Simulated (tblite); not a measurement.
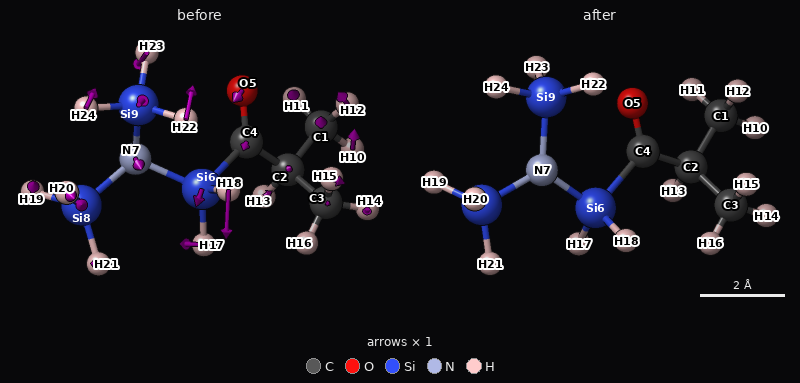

The structure of C$_{4}$H$_{15}$NOSi$_{3}$ before (left) and after (right) a relaxation, at one scale. The purple arrows give the displacements, at their true length.

The picture is a ball-and-stick view, seen at a tilt.

Method: tblite, GFN2-xTB geometry optimisation, gas phase. 

Q: What changed between the two?

A: The energy falls by 26.8 kcal/mol in 212 geometry steps. The atom that moves furthest after the best rigid fit is H18 (1.30 Å). Largest moves by element: H 1.30 Å, Si 0.61 Å, N 0.55 Å, O 0.50 Å, C 0.44 Å. Among the contacts that change: O5–Si9 3.393 → 2.502 Å, C4–Si6 1.852 → 1.909 Å, Si6–N7 1.758 → 1.714 Å, N7–Si9 1.817 → 1.778 Å. Among the angles between lasting bonds that change: Si6–N7–Si9 106.6° → 122.4°, Si8–N7–Si9 105.9° → 118.4°, H22–Si9–H23 111.0° → 121.5°. Groups turn about C4–Si6 by about 30°, C2–C3 by about 20°. Cost: 2.6 s on 1 thread of Arm Neoverse V1, on a shared host.
